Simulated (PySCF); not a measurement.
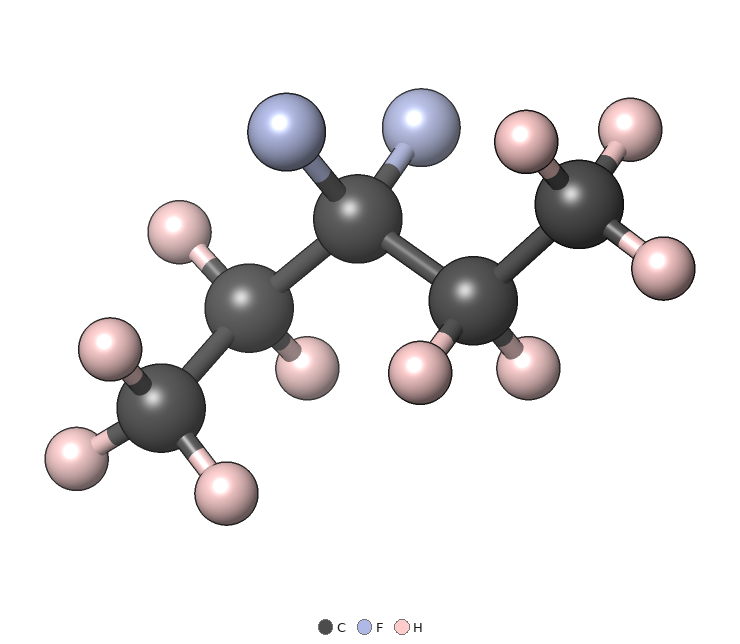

Rendered structure (ball-and-stick style). Every bond is drawn as one stick, whatever its order.

Question: Give the formula.

Answer: C5H10F2, 17 atoms: 5 carbon, 10 hydrogen and 2 fluorine.

Question: How many bonds of each kind are drawn?

Answer: 10 C–H, 4 C–C, 2 C–F.

Question: Does it have rings?

Answer: It has no ring.

Question: What is the point group of this geometry?

Answer: C1.

More results for the same structure follow; atom numbers are the same in all pictures, views and colours differ. The geometry was computed by an optimisation with PBE0-D3(BJ)/def2-TZVP. No frequency run is at hand to confirm it as a minimum.

**Shape**

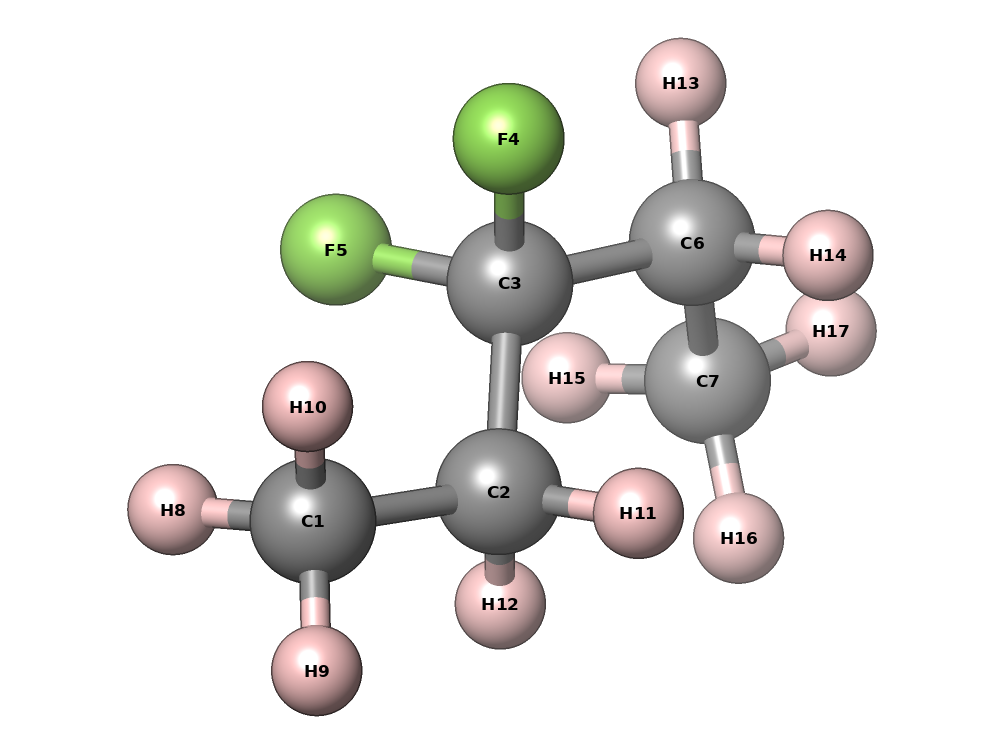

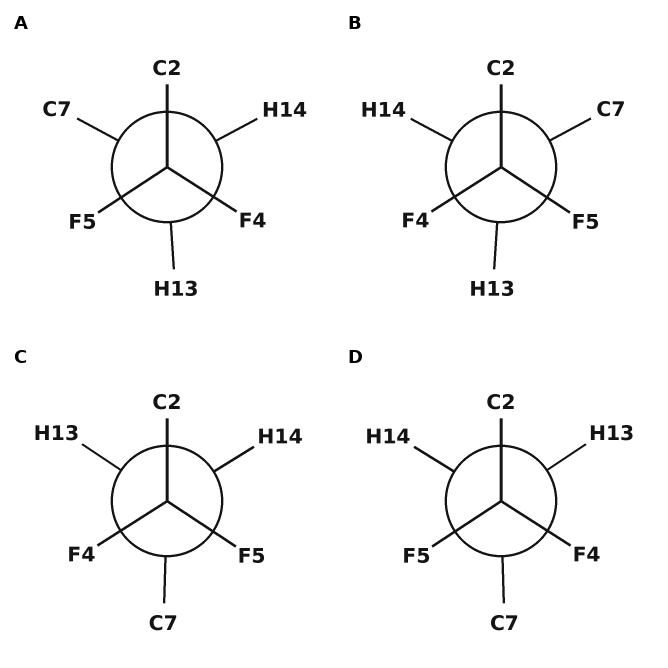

Depth is shown by fading: the farther an atom, the more it takes the colour of the background. Bonds that would overlap in a projection are set slightly apart. No frequency run is at hand to confirm it as a minimum.

Question: Which Newman projection shows the view along C3–C6, with C3 in front?

Answer: B. The torsion angle F4–C3–C6–C7 is −176°, antiperiplanar (anti).

**Electronic properties**

No frequency run is at hand to confirm it as a minimum. Level of theory: WP04/pcSseg-2 in chloroform (IEF-PCM) (PySCF 2.14.0).

Computed properties:

- dipole moment: 2.95 D
- HOMO energy (Kohn–Sham orbital): −10.24 eV
- LUMO energy (Kohn–Sham orbital): −0.47 eV
- HOMO–LUMO gap: 9.76 eV

**Charges**

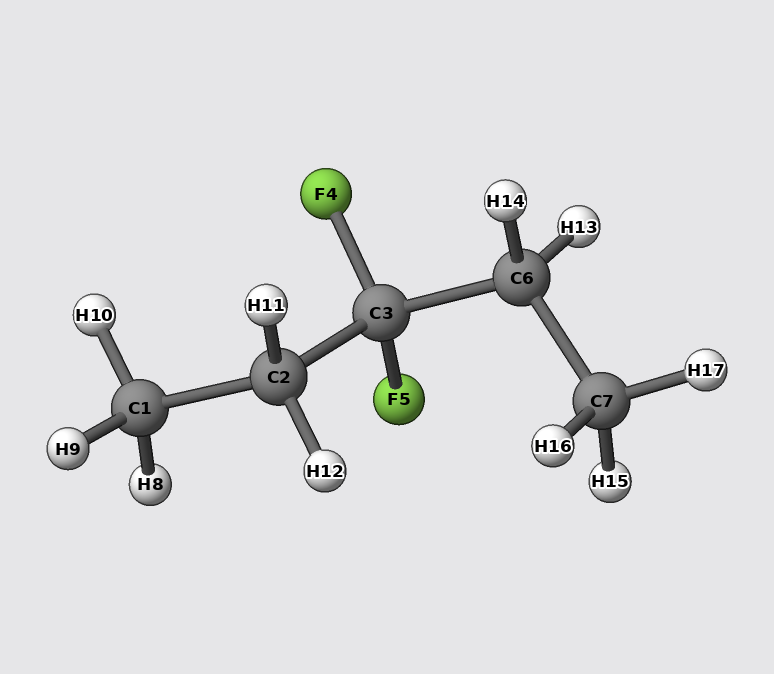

The questions are on Mulliken charges. No frequency run is at hand to confirm it as a minimum. Properties computed with PBE0/pcSseg-2, gas phase (PySCF 2.14.0).

Give the Mulliken charges atom by atom.

```tsv
atom	value (e)
C1	−0.08
C2	−0.07
C3	0.54
F4	−0.29
F5	−0.30
C6	−0.08
C7	−0.09
H8	0.04
H9	0.04
H10	0.04
H11	0.03
H12	0.03
H13	0.05
H14	0.03
H15	0.05
H16	0.03
H17	0.04
```

**Bond orders**

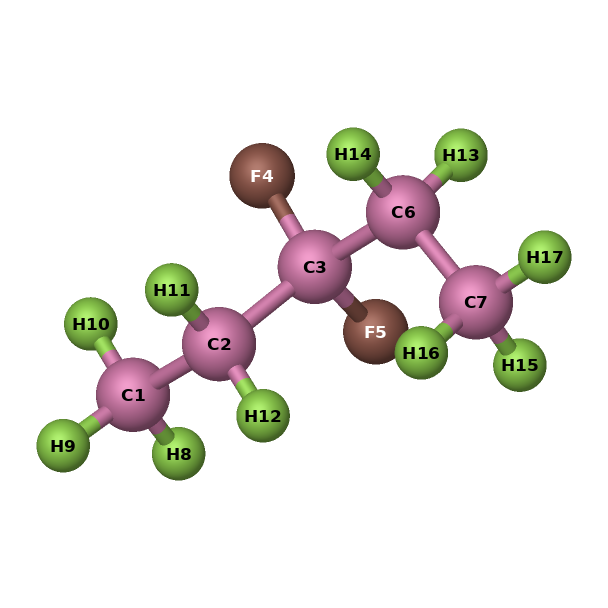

Every bond is drawn as one stick. No frequency run is at hand to confirm it as a minimum. Computed with PBE0/pcSseg-2 (PySCF 2.14.0).

List the Mayer bond orders of C1–C2, C2–C3, C3–F4, C3–F5, C3–C6, C6–C7 (bonds between heavy atoms, one of each equivalent set).

```
 bond  Mayer order  length (Å)
C1–C2         0.96       1.518
C2–C3         1.00       1.511
C3–F4         0.92       1.371
C3–F5         0.90       1.372
C3–C6         0.97       1.512
C6–C7         0.98       1.518
```

**NMR shielding**

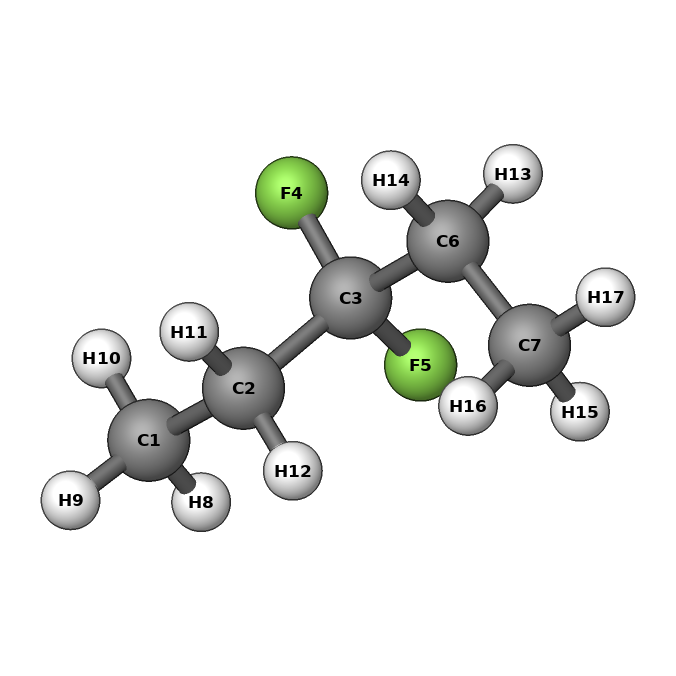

No frequency run is at hand to confirm it as a minimum. Level of theory: GIAO ωB97X-D/pcSseg-2 NMR shielding, non-relativistic, gas phase (PySCF 2.14.0). Principal shieldings σ11 ≤ σ22 ≤ σ33, span Ω = σ33 − σ11, skew κ = 3(σiso − σ22)/Ω.

Give the shielding tensors of the F atoms.

```
atom    σ11    σ22    σ33   σiso      Ω      κ
  F4  178.4  332.1  366.2  292.2  187.8  −0.64
  F5  199.7  345.3  375.6  306.9  175.9  −0.66
```

Shieldings and span in ppm.

Mulliken values depend strongly on the basis set and can even reverse the polarity of a bond.
